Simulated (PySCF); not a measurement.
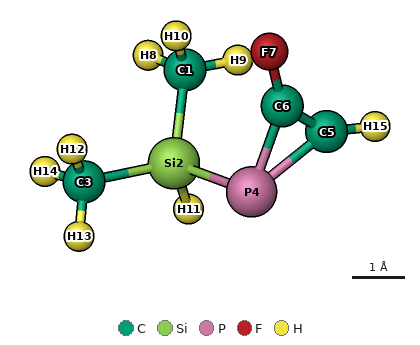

Fig. 1: The input geometry of the first run (ball-and-stick view, seen at a tilt; atoms are numbered from 1 in the order of the input). Bond lengths as drawn: C–C 1.30 Å, C–F 1.31 Å, C–H 1.09 to 1.10 Å, C–P 1.82 to 1.90 Å, C–Si 1.88 Å, H–Si 1.50 Å and P–Si 2.31 Å.

**Two runs on C4H8FPSi**

System: C4H8FPSi, SMILES C[SiH](C)P1C=C1F.
Method of the first run: GIAO PBE0/pcSseg-1 NMR shielding, non-relativistic, IEF-PCM chloroform (PySCF 2.14.0).

The geometry comes from this level: PBE0-D3(BJ)/def2-SVP. Text and figures count atoms from 1; the logs count them from 0 in places.

Input file, the first run:
```
{"job": {"kind": "nmr", "xc": "PBE0", "basis": "pcSseg-1", "solvent": "chloroform", "pop": true}, "charge": 0, "multiplicity": 1}
C     -0.545424     1.069421     0.982998
Si    -0.712099     0.066871    -0.599175
C     -1.795497    -1.454129    -0.358758
P      1.367296    -0.642222    -1.303915
C      2.493165     0.739681    -0.659248
C      2.360521    -0.246033     0.171444
F      2.741250    -0.677363     1.343338
H     -1.530264     1.414435     1.335216
H      0.091416     1.952533     0.821984
H     -0.086588     0.462928     1.779801
H     -1.296056     0.919793    -1.687542
H     -1.385256    -2.103903     0.430272
H     -1.857256    -2.044221    -1.286179
H     -2.819116    -1.168390    -0.069275
H      2.950115     1.693366    -0.908327
```

The first line tells a small driver script what to run in PySCF; the rest is the geometry in Å.

Command:
```bash
OMP_NUM_THREADS=1 python <driver script> task.json out
```

Hardware: 1 CPU thread, shared host.

Output (the first run):
```
coarse grid: 13640 points
cycle   1  E = -887.1622254847  dE =  7.089e-01  |g| = 5.477e-01  |ddm| = 3.637e+00
cycle   2  E = -887.1317885484  dE =  3.044e-02  |g| = 6.606e-01  |ddm| = 8.436e-01
cycle   3  E = -887.2253424463  dE = -9.355e-02  |g| = 9.364e-02  |ddm| = 4.956e-01
cycle   4  E = -887.2271046975  dE = -1.762e-03  |g| = 4.196e-02  |ddm| = 1.070e-01
cycle   5  E = -887.2275177146  dE = -4.130e-04  |g| = 9.372e-03  |ddm| = 3.782e-02
cycle   6  E = -887.2275330673  dE = -1.535e-05  |g| = 4.073e-03  |ddm| = 1.192e-02
cycle   7  E = -887.2275362368  dE = -3.169e-06  |g| = 7.756e-04  |ddm| = 3.542e-03
final grid: 123264 points
cycle   8  E = -887.2740918476  dE = -2.273e-05  |g| = 8.293e-03  |ddm| = 2.286e-02
cycle   9  E = -887.2740800094  dE =  1.184e-05  |g| = 1.077e-02  |ddm| = 1.852e-02
cycle  10  E = -887.2741096263  dE = -2.962e-05  |g| = 8.327e-04  |ddm| = 1.093e-02
cycle  11  E = -887.2741097665  dE = -1.401e-07  |g| = 2.439e-04  |ddm| = 9.500e-04
cycle  12  E = -887.2741097776  dE = -1.112e-08  |g| = 7.462e-05  |ddm| = 2.272e-04
cycle  13  E = -887.2741097789  dE = -1.240e-09  |g| = 2.935e-05  |ddm| = 9.648e-05
cycle  14  E = -887.2741097791  dE = -2.030e-10  |g| = 4.565e-06  |ddm| = 2.461e-05
converged SCF energy = -887.2741097791

GIAO shielding tensors (ppm)
atom      isotropic    diamagn.    paramagn.     s11        s22        s33       span
  0 C      189.150     255.637     -66.488    183.993    187.623    195.833     11.840
  1 Si     362.793     880.912    -518.118    316.207    377.981    394.192     77.985
  2 C      189.086     253.921     -64.835    185.797    188.651    192.812      7.015
  3 P      449.558     965.386    -515.828    106.741    393.423    848.510    741.768
  4 C      112.365     265.168    -152.803     -4.679    152.660    189.113    193.791
  5 C       21.257     256.690    -235.433   -128.782     54.577    137.977    266.759
  6 F      309.316     473.413    -164.098    159.025    264.659    504.264    345.239
  7 H       30.846      30.222       0.623     26.098     27.879     38.561     12.463
  8 H       30.971      31.777      -0.807     25.945     29.387     37.580     11.635
  9 H       31.343      32.483      -1.140     27.028     29.590     37.411     10.383
 10 H       27.120      29.710      -2.590     24.665     25.023     31.671      7.007
 11 H       31.122      31.120       0.002     26.749     29.449     37.167     10.418
 12 H       30.889      29.216       1.673     26.214     28.271     38.181     11.967
 13 H       30.784      29.204       1.581     25.978     27.891     38.484     12.506
 14 H       25.342      31.710      -6.369     21.506     24.276     30.242      8.736
```

For the second run the input was changed thus:
```diff
-"solvent": "chloroform"
-"pop": true
+"solvent": "dimethylsulfoxide"
+"pop": false
```

How does the second run compare with the first run?

The total energy of the second run is 0.8 kcal/mol lower: the change of the electrostatic solvation energy at this fixed geometry, without cavity or dispersion terms. The dipole moment goes from 1.84 to 2.01 D. Of all shieldings, the largest change is that of P4, by +2.0 ppm. The SCF takes 13 iterations against 14.

Output (the second run):
```
coarse grid: 13640 points
cycle   1  E = -887.1636608982  dE =  7.076e-01  |g| = 5.466e-01  |ddm| = 3.637e+00
cycle   2  E = -887.1341249304  dE =  2.954e-02  |g| = 6.568e-01  |ddm| = 8.467e-01
cycle   3  E = -887.2269074400  dE = -9.278e-02  |g| = 8.854e-02  |ddm| = 4.866e-01
cycle   4  E = -887.2284568809  dE = -1.549e-03  |g| = 3.968e-02  |ddm| = 9.868e-02
cycle   5  E = -887.2288275084  dE = -3.706e-04  |g| = 8.358e-03  |ddm| = 3.524e-02
cycle   6  E = -887.2288394641  dE = -1.196e-05  |g| = 3.962e-03  |ddm| = 1.104e-02
cycle   7  E = -887.2288424724  dE = -3.008e-06  |g| = 7.270e-04  |ddm| = 3.500e-03
final grid: 123264 points
cycle   8  E = -887.2753935977  dE = -2.308e-05  |g| = 8.202e-03  |ddm| = 2.273e-02
cycle   9  E = -887.2753828881  dE =  1.071e-05  |g| = 1.054e-02  |ddm| = 1.779e-02
cycle  10  E = -887.2754109616  dE = -2.807e-05  |g| = 8.176e-04  |ddm| = 1.027e-02
cycle  11  E = -887.2754110879  dE = -1.263e-07  |g| = 2.431e-04  |ddm| = 8.609e-04
cycle  12  E = -887.2754110986  dE = -1.072e-08  |g| = 6.621e-05  |ddm| = 2.094e-04
cycle  13  E = -887.2754110996  dE = -9.422e-10  |g| = 2.811e-05  |ddm| = 8.623e-05
converged SCF energy = -887.2754110996

GIAO shielding tensors (ppm)
atom      isotropic    diamagn.    paramagn.     s11        s22        s33       span
  0 C      189.362     255.723     -66.361    184.264    187.962    195.859     11.595
  1 Si     361.797     880.859    -519.062    314.631    376.985    393.776     79.145
  2 C      189.265     253.992     -64.726    185.977    188.802    193.017      7.040
  3 P      451.585     965.539    -513.954    110.747    394.800    849.208    738.461
  4 C      111.981     265.083    -153.103     -5.091    151.796    189.238    194.329
  5 C       21.611     256.654    -235.043   -128.822     54.316    139.340    268.162
  6 F      311.117     473.517    -162.400    162.357    266.566    504.427    342.070
  7 H       30.807      30.177       0.629     26.034     27.824     38.562     12.528
  8 H       30.949      31.744      -0.795     25.911     29.356     37.581     11.670
  9 H       31.309      32.468      -1.158     26.981     29.552     37.396     10.415
 10 H       27.139      29.730      -2.591     24.696     25.040     31.682      6.986
 11 H       31.086      31.107      -0.022     26.697     29.414     37.145     10.448
 12 H       30.889      29.202       1.687     26.201     28.274     38.191     11.990
 13 H       30.756      29.173       1.583     25.934     27.851     38.483     12.549
 14 H       25.212      31.589      -6.376     21.381     24.074     30.182      8.801
```

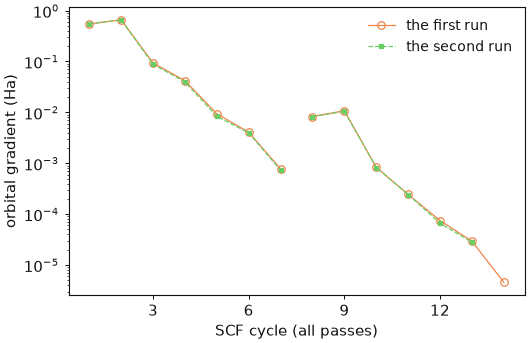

Fig. 2: Convergence of the two runs: orbital gradient against the SCF cycle. A break in a curve parts two SCF passes (coarse and final grid). The first run takes 14 cycles in all, and the second run takes 13.

The two runs side by side:

| quantity | the first run | the second run |
| --- | --- | --- |
| outcome | converged | converged |
| total energy (hartree) | −887.274110 | −887.275411 |
| HOMO (eV) | −6.16 | −6.17 |
| LUMO (eV) | −0.52 | −0.51 |
| dipole moment (D) | 1.84 | 2.01 |
| shielding of C1 (ppm) | 189.1 | 189.4 |
| shielding of Si2 (ppm) | 362.8 | 361.8 |
| shielding of C3 (ppm) | 189.1 | 189.3 |
| shielding of P4 (ppm) | 449.6 | 451.6 |
| shielding of C5 (ppm) | 112.4 | 112.0 |
| shielding of C6 (ppm) | 21.3 | 21.6 |
| shielding of F7 (ppm) | 309.3 | 311.1 |
| SCF iterations | 14 | 13 |
| basis functions | 173 | 173 |
| wall time (shared host) | 23 s | 20 s |
